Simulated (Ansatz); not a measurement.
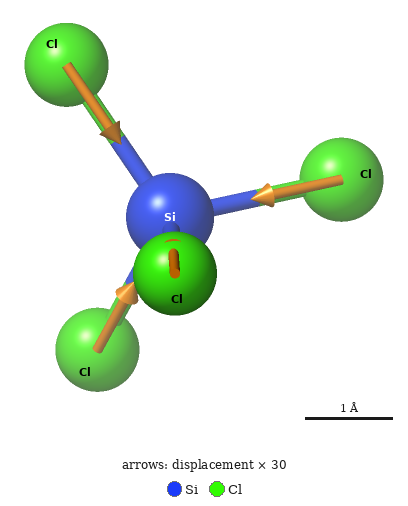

A relaxation of SiCl$_{4}$. The starting structure is drawn; orange arrows show the displacements, magnified 30 times. The two geometries are superimposed by the best rigid fit.

A ball-and-stick model, seen at a tilt.

The run prepares the start of a later molecular dynamics calculation, from a guessed geometry.

These are results of Ansatz 0.2.0, RKS r2SCAN-D4/STO-3G, not measurements. (no spin polarisation; force threshold 0.02 eV/Å; at most 40 steps)

What did the optimiser do to the structure, and how much energy did it gain?

Answer. Over 2 geometry steps the energy falls by 0.060 eV. The largest force component goes from 0.79 to 0.005 eV/Å. The largest moves after the best rigid fit, 0.038 Å, are those of Cl atoms. Largest moves by element: Cl 0.038 Å, Si 0.001 Å. Some distances before and after: Cl–Si 2.130 → 2.092 Å.

Limits of the set-up: STO-3G is a minimal basis, so the numbers are rough.
